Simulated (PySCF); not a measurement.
## Electronic structure of C$_{7}$H$_{12}$Si$_{2}$ in real space

```tsv
atom	x (Å)	y (Å)	z (Å)
C	3.0280	-1.8634	-1.0962
C	2.0843	-1.5058	-0.4527
C	0.9296	-1.0640	0.2982
C	0.0256	-0.1341	-0.5333
C	0.7594	1.1756	-0.8605
Si	0.2799	2.3939	0.5217
C	-1.2277	1.3447	0.9111
C	-1.2095	0.1637	0.2837
Si	-2.5691	-1.1347	0.4233
H	3.8600	-2.1846	-1.6481
H	0.3602	-1.9421	0.6176
H	1.2619	-0.5249	1.1907
H	-0.2477	-0.6655	-1.4526
H	1.8272	0.9943	-0.9696
H	0.4072	1.5536	-1.8214
H	-0.0241	3.7431	0.0390
H	1.2512	2.4642	1.6213
H	-2.0516	1.6253	1.5497
H	-2.1531	-2.2064	1.3368
H	-2.8179	-1.7113	-0.9010
H	-3.7827	-0.5047	0.9420
```

Geometry: GFN2-xTB.

Method: PySCF, PBE0/pcSseg-1, SCF density, gas phase, non-relativistic.

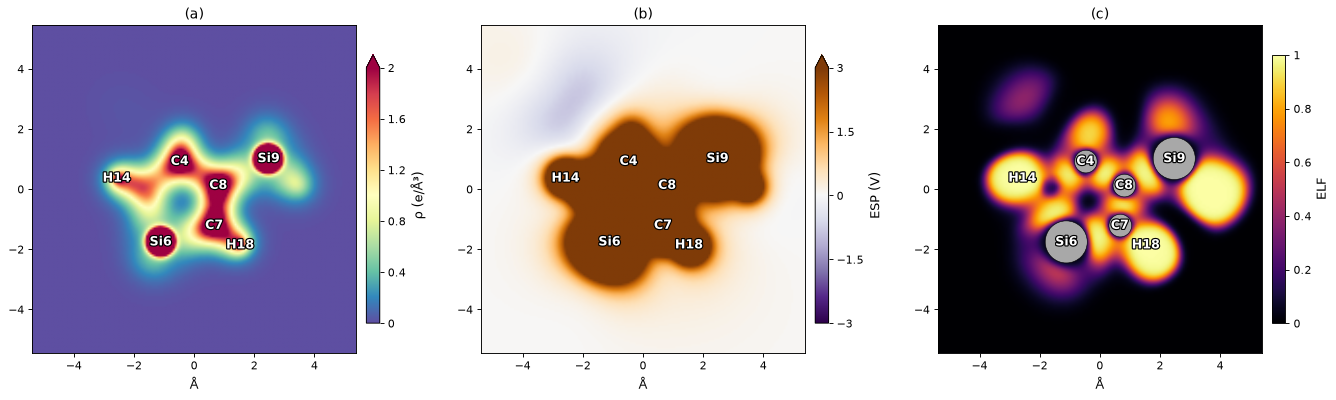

Figure 1. (a) electron density; (b) electrostatic potential; (c) electron localisation function on the plane of atoms C7, C8 and Si9. Grey discs cover the atomic cores in the ELF map.

Question: Read the bonding off the picture.

Answer: Atoms in the plane: C, Si and H.
C–Si (1.88 Å): ρ at the midpoint is about 0.93 e/Å³; the ELF peaks at about 0.95 between the atoms (localised, covalent bonding).
C–C (1.34 Å): the density is about 2.2 e/Å³ at the midpoint; the ELF peaks at about 0.90 between the atoms (a multiple bond).
Outside the dense part of the molecule the potential is most negative (−0.9 V) near C1, which lies off the plane.

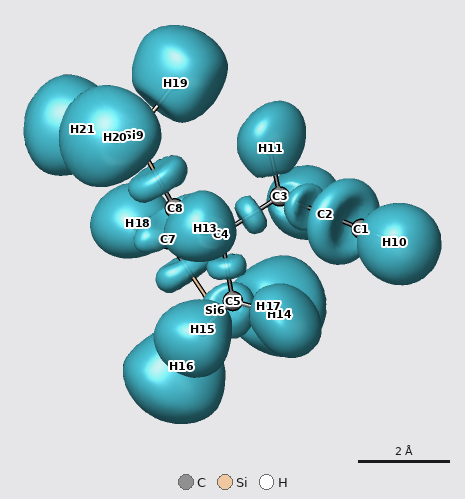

Figure 2. Isosurface of the electron localisation function at 0.8 (cyan), seen at a tilt. Only the valence region is drawn (cores and ρ < 0.01 e/Å³ removed).

Question: Where are the electrons localised?

Answer: At this value the surface marks out six regions between bonded C–C atoms (shared pairs), three regions between bonded C–Si atoms (shared pairs) and twelve regions around hydrogen nuclei. Along the contacts the grid gives the following. C–C (1.20 Å): the ELF peaks at about 0.85 between the atoms; a multiple bond.

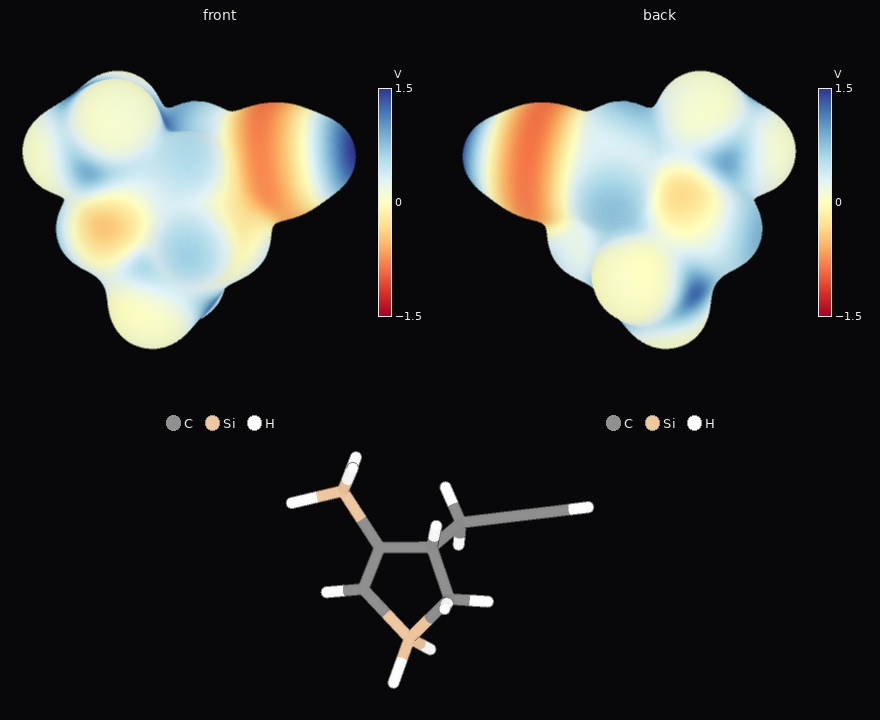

Figure 3. The molecular electrostatic potential painted on the density surface at 0.002 e/bohr³, seen from the front and from behind; red is negative and blue positive. The bare structure is drawn below in the same view.

Question: Describe the electrostatic potential map.

Answer: The most negative region (about −0.9 V) lies over C1 and C2, the most positive (about +1.4 V) over H10.

Question: What dipole moment does the calculation give?

Answer: Its dipole moment is 0.35 D.
